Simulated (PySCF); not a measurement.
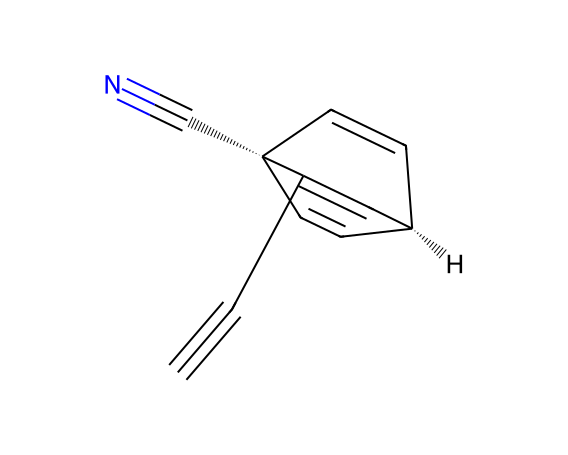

**Give its SMILES.**

C#CC1=C[C@H]2C=C[C@]1(C#N)C=C2

**Give the formula, hydrogens included.**

C11H7N.

**An optimisation with GFN2-xTB gave a structure of which point group?**

Cs.

The parts below concern this one geometry. Atoms keep their numbers from picture to picture. Computed geometry: GFN2-xTB optimisation. No frequency run is at hand to confirm it as a minimum.

**Geometry**

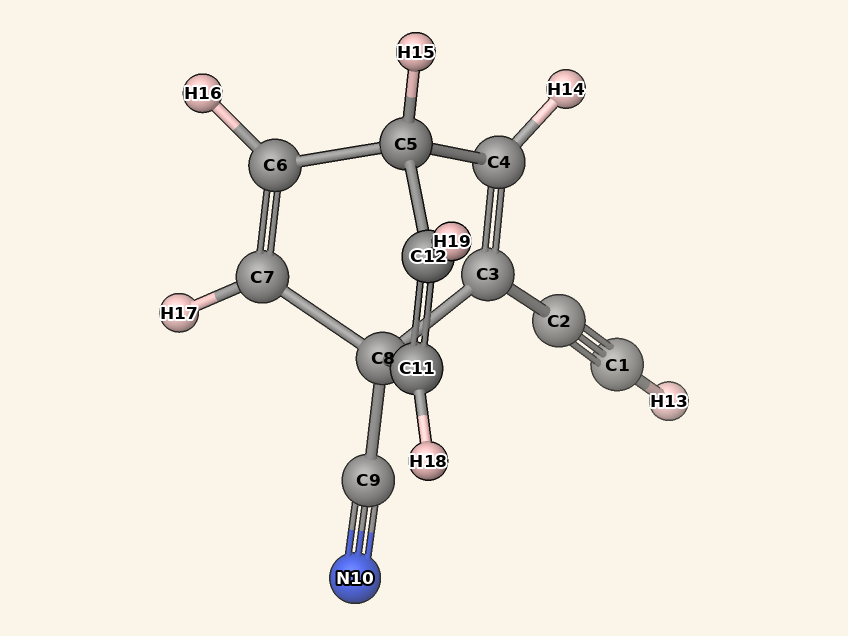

C8 lies behind C11. The molecule seen a little off the C11–C8 bond, C11 in front. Depth is shown by fading: the farther an atom, the more it takes the colour of the background. No frequency run is at hand to confirm it as a minimum.

**What is the torsion angle C12–C11–C8–C3? The sign is positive where the front bond must turn clockwise to cover the back bond.**

56°, synclinal (gauche).

**Charges**

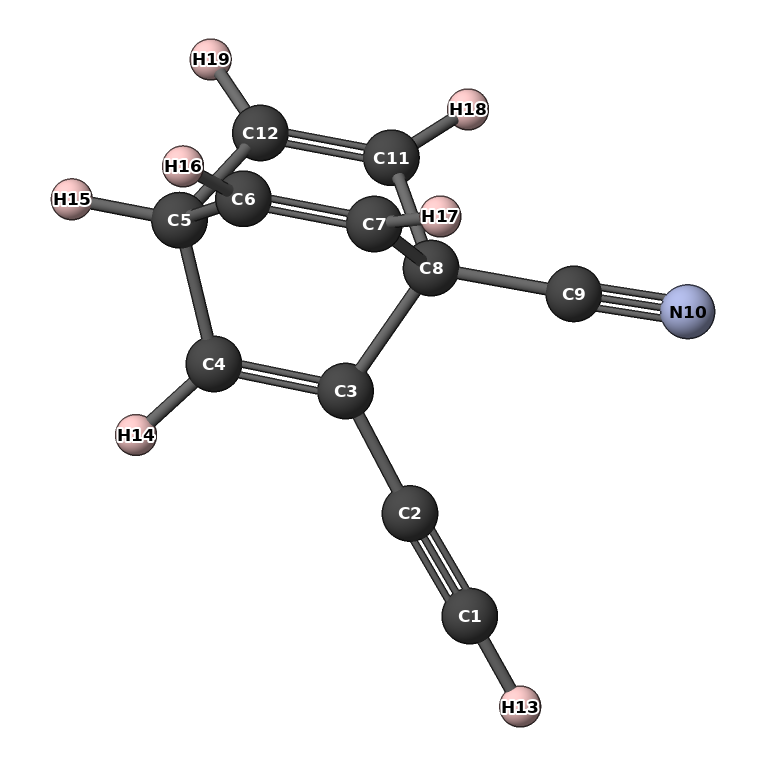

The questions are on Mulliken charges. No frequency run is at hand to confirm it as a minimum. Level of theory: PBE0/pcSseg-1, gas phase (PySCF 2.14.0).

Give the Mulliken charges atom by atom.

| atom | value (e) |
| --- | --- |
| C1 | −0.36 |
| C2 | 0.42 |
| C3 | −0.10 |
| C4 | 0.09 |
| C5 | −0.25 |
| C6 | 0.00 |
| C7 | 0.10 |
| C8 | −0.63 |
| C9 | 0.24 |
| N10 | −0.23 |
| C11 | 0.09 |
| C12 | 0.00 |
| H13 | 0.05 |
| H14 | 0.09 |
| H15 | 0.09 |
| H16 | 0.11 |
| H17 | 0.10 |
| H18 | 0.10 |
| H19 | 0.11 |

**Electronic properties**

No frequency run is at hand to confirm it as a minimum. Level of theory: PBE0/pcSseg-1, gas phase (PySCF 2.14.0).

**What is the dipole moment?**

4.57 D.

**Estimate the LUMO energy (Kohn–Sham orbital).**

−1.35 eV.

**Give the HOMO energy (Kohn–Sham orbital) at this level.**

−6.60 eV.

**NMR shielding**

The questions are on isotropic NMR shieldings of the H atoms. No frequency run is at hand to confirm it as a minimum. Level of theory: GIAO PBE0/pcSseg-1 NMR shielding, non-relativistic, gas phase (PySCF 2.14.0).

Give the isotropic NMR shieldings of the H atoms atom by atom.

```tsv
atom	σ (ppm)
H13	27.98
H14	24.30
H15	27.00
H16	24.55
H17	24.53
H18	24.53
H19	24.55
```

Mulliken values depend strongly on the basis set and can even reverse the polarity of a bond.
